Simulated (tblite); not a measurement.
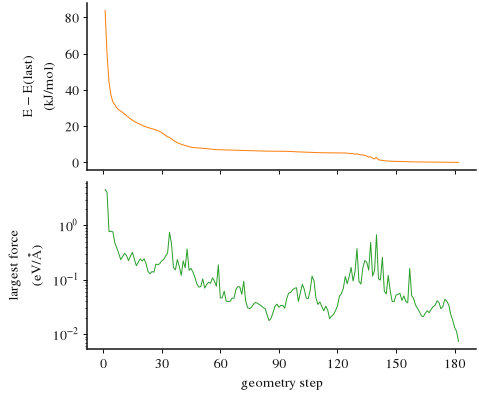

History of a geometry optimisation.

- system: C₅H₈FNO (SMILES CC(=O)N/C(C)=C\F)
- method: GFN2-xTB geometry optimisation, gas phase (tblite 0.8.0)

**How did the optimisation end?**

The optimisation met its thresholds at geometry 182, counting the start as the first. The energy fell by about 84 kJ/mol from the first step to the last, with a rise at step 140. The largest force goes from about 4.6 eV/Å at the start to 7 × 10⁻³ eV/Å at the end.
